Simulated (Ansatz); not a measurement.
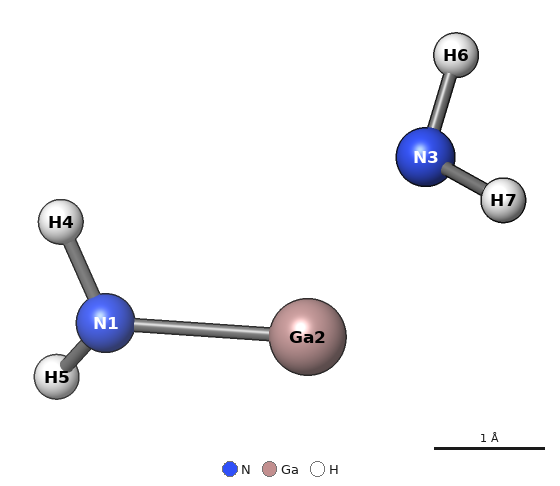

The picture comes from a calculation with Ansatz.

The atoms are numbered. Charge 0, doublet. Geometry: moved along internal coordinates away from the minimum.

Give the bond lengths.

```csv
bond,length (Å)
N1–Ga2,1.851
N1–H4,1.012
N1–H5,1.009
N3–H6,1.009
N3–H7,1.012
```
